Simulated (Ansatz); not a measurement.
**One shape, several levels: HBS (SMILES B=S)**

We compute a comparison of 6 runs (HF/STO-3G, B3LYP/STO-3G, PBE/STO-3G, UB3LYP/STO-3G, MP2/STO-3G, CCSDT(Q)/STO-3G) of HBS. 

The results are computed with Ansatz 0.2.0.

63 further runs of the same task are left out: 8 that didn't finish, 55 set aside as unsound or not needed.

## (1) The molecule

HBS: 3 atoms, total charge 0, spin state singlet. SMILES: `B=S`. The S2–B1 distance was set to 1.997 Å, away from the relaxed value.

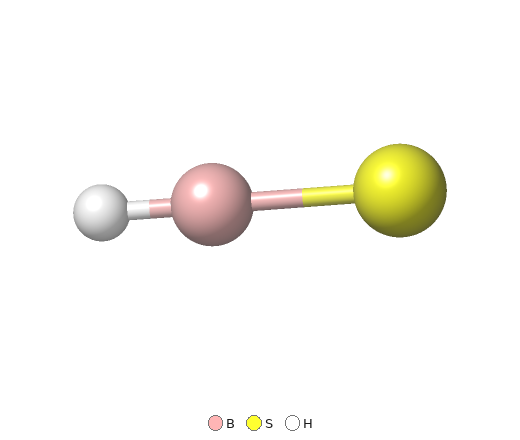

Viewed from a chosen angle; boron pink, sulfur yellow, hydrogen white.

## (2) A single-point energy at HF/STO-3G (run 1)

input.yaml reads:

```yaml
crystal:
  periodic: [false, false, false]
  atoms:
    - {symbol: B, position_ang: [-0.148110, -0.055107, 0.516733]}
    - {symbol: S, position_ang: [0.399170, 0.147640, -1.393290]}
    - {symbol: H, position_ang: [-0.469960, -0.173627, 1.640513]}
basis:
  gaussian:
    orbitals: STO-3G
hamiltonian:
  xc: hf
accuracy: high
```

Started as:

```bash
$ ansatz run input.yaml --threads 1 --pin off --max-ram 3480MiB --events-out events.jsonl --progress --plain --runs-dir runs
```

The log of the run:

```text
Warning: RAYON_NUM_THREADS=1 ignored (pool sized by the plan → 1); use --threads N
Functional definition: HF
  name "HF"
  exchange = exact_x
  correlation = 0
239 factors; integrals over basis functions are off by at most 1.3e-8 eV
mean field evaluation 1: about -11368.3545 eV, gradient 3.2e1 eV
mean field evaluation 2: about -11368.3513 eV, gradient 3.2e1 eV
mean field evaluation 4: about -11373.7744 eV, gradient 2.9e0 eV
mean field evaluation 8: about -11373.8458 eV, gradient 3.8e-2 eV
mean field evaluation 16: about -11373.8413 eV, gradient 1.5e-8 eV
mean field -11373.84125000 eV, -417.9809564711 hartree, gradient 1.5e-8 eV, S^2 0.000000; 0 other end points of the search recorded, 0 dependent functions left out
reference -11373.84125000 eV, -417.9809564711 hartree; 11, 11 occupied and 4, 4 virtual orbitals, 239 factors
Total energy: -11373.84125000 eV, -417.9809564711 hartree
```

It took 0.08 s on 1 thread of Arm Neoverse V1, shared host.

## (3) The energy at B3LYP/STO-3G (run 2)

job.yaml reads:

```yaml
crystal:
  periodic: [false, false, false]
  atoms:
    - symbol: B
      position_ang: [-0.148110, -0.055107, 0.516733]
    - symbol: S
      position_ang: [0.399170, 0.147640, -1.393290]
    - symbol: H
      position_ang: [-0.469960, -0.173627, 1.640513]
basis:
  gaussian: {orbitals: STO-3G}
hamiltonian: {xc: {name: B3LYP}}
accuracy: high
```

Started as:

```bash
$ ansatz run job.yaml --threads 1 --pin off --max-ram 3480MiB --events-out events.jsonl --progress --plain --runs-dir runs
```

The log of the run:

```text
Warning: RAYON_NUM_THREADS=1 ignored (pool sized by the plan → 1); use --threads N
Functional definition: B3LYP
  name "B3LYP"
  parameter a0 = 0.2
  parameter ax = 0.72
  parameter ac = 0.81
  exchange = (1 - a0 - ax)*slater_x + ax*b88_x + a0*exact_x
  correlation = (1 - ac)*vwn_rpa_c + ac*lyp_c
239 factors; integrals over basis functions are off by at most 1.3e-8 eV
mean field evaluation 1: about -11394.0140 eV, gradient 2.4e1 eV
mean field evaluation 2: about -11325.9125 eV, gradient 1.2e2 eV
mean field evaluation 4: about -11396.4541 eV, gradient 6.2e0 eV
mean field evaluation 8: about -11396.5401 eV, gradient 2.5e-1 eV
mean field evaluation 16: about -11396.5404 eV, gradient 3.0e-6 eV
mean field -11396.54038257 eV, -418.8151342071 hartree, gradient 1.6e-8 eV, S^2 0.000000; 0 other end points of the search recorded, 0 dependent functions left out
reference -11396.54040608 eV, -418.8151350710 hartree; 11, 11 occupied and 4, 4 virtual orbitals, 239 factors
Total energy: -11396.54040608 eV, -418.8151350710 hartree
```

It took 0.58 s on 1 thread of Arm Neoverse V1, shared host.

Runs 3 to 5 aren't shown in full; the table further down has their settings and results.

## (4) The energy at CCSDT(Q)/STO-3G (run 6)

molecule.yaml reads:

```yaml
crystal:
  periodic: [false, false, false]
  atoms:
    - {symbol: B, position_ang: [-0.148110, -0.055107, 0.516733]}
    - {symbol: S, position_ang: [0.399170, 0.147640, -1.393290]}
    - {symbol: H, position_ang: [-0.469960, -0.173627, 1.640513]}
basis:
  gaussian:
    orbitals: STO-3G
accuracy: high
correlation:
  method: ccsdt_q
  frozen_orbitals: {B: 1, H: 0, S: 5}
scf:
  omitted_lower_state_checks: [cluster_reference, increment]
```

Started as:

```bash
$ ansatz run molecule.yaml --threads 1 --pin off --max-ram 3480MiB --events-out events.jsonl --progress --plain --runs-dir runs
```

The log of the run, shortened:

```text
Warning: RAYON_NUM_THREADS=1 ignored (pool sized by the plan → 1); use --threads N
Functional definition: HF
  name "HF"
[...]
239 factors; integrals over basis functions are off by at most 1.3e-8 eV
[...]
mean field -11373.84125000 eV, -417.9809564711 hartree, gradient 1.5e-8 eV, S^2 0.000000; 0 other end points of the search recorded, 0 dependent functions left out; unrestricted orbitals would lower it
6 core orbitals not correlated: weight in the atoms' cores, before any rotation towards them, 1.000 or more for the frozen orbitals, at most 0.000 for the correlated occupied ones
reference -11373.84125000 eV, -417.9809564711 hartree; 5, 5 occupied and 4, 4 virtual orbitals, 239 factors
second order -3.14922551 eV of doubles, -0.00000000 eV of singles
cycle   1  -2.61359638 eV  change    5.4e-1 eV  update   3.1e-1
[...]
cycle  31  -4.15731575 eV  change   5.4e-12 eV  update  2.7e-10
perturbative correction -0.03662309 eV, -0.0013458739 hartree
Total energy: -11378.03518885 eV, -418.1350808810 hartree
Checks for a lower state left out: cluster_reference, increment
```

Run time: 0.38 s. Hardware: 1 thread of Arm Neoverse V1, shared host.

## (5) The series

```
run            level  frozen core orbitals  energy (Eh)  wall time
  1        HF/STO-3G                     –  -417.980956     0.08 s
  2     B3LYP/STO-3G                     –  -418.815135     0.58 s
  3       PBE/STO-3G                     –  -418.595338      0.6 s
  4    UB3LYP/STO-3G                     –  -418.815135      1.2 s
  5       MP2/STO-3G                     6  -418.096688     0.08 s
  6  CCSDT(Q)/STO-3G                     6  -418.135081     0.38 s
```

## (6) Results

```
                                          quantity          value
                               run 6: total energy  -418.13508 Eh
run 6: correlation energy (6 core orbitals frozen)     -154.1 mEh
                              run 6: T1 diagnostic          0.080
```

**Reading.** Below the HF energy at the same shape and in the same basis (STO-3G): MP2 -115.7 mEh; CCSDT(Q) -154.1 mEh. Totals of different functionals can't be ranked against each other. In runs 5, 6 the log says that unrestricted orbitals would lower the reference, so the values rest on an unstable closed-shell determinant (other closed-shell runs at this shape may share the fault). In runs 1, 2, 3, 4, 5, 6 the basis is minimal, so the values are rough. All runs together took 2.9 s, the longest 1.2 s.
